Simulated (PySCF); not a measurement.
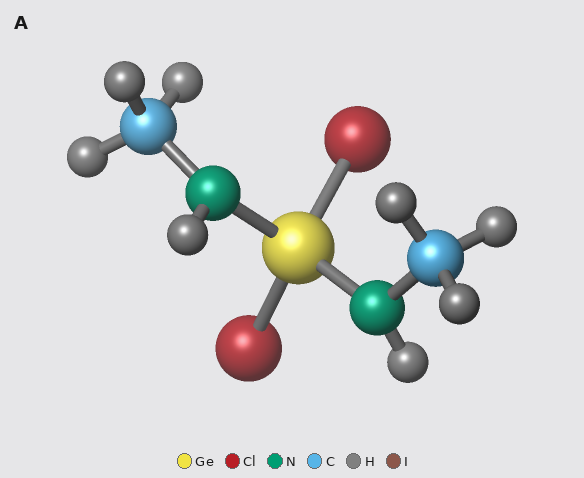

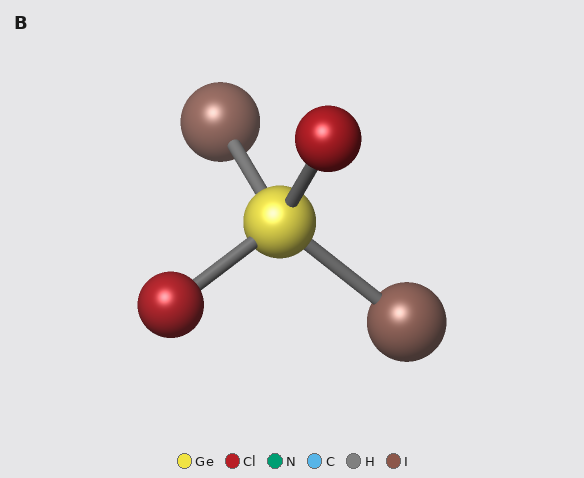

Two related species, optimised with PBE0-D3(BJ)/def2-SVP; properties computed with PySCF 2.14.0. Both: charge 0, singlet.

Question: Identify both.

Answer: A is GeCl2(NHMe)2, B is GeI2Cl2.

Compare them. With ωB97X-D/def2-SVPD: dipole moment (D), HOMO–LUMO gap (eV), HOMO energy (Kohn–Sham orbital) (eV), lowest vertical singlet excitation (eV), mean static polarisability (bohr³). With PBE0-D3(BJ)/def2-SVP: mean Ge–Cl length (Å).

```tsv
quantity	A	B
dipole moment (D)	2.66	1.24
HOMO–LUMO gap (eV)	10.31	8.26
HOMO energy (Kohn–Sham orbital) (eV)	−9.23	−9.85
lowest vertical singlet excitation (eV)	6.02	3.97
mean static polarisability (bohr³)	96.9	129.3
mean Ge–Cl length (Å)	2.163	2.142
```

Each is one conformer, and no frequency run is at hand to confirm it as a minimum.
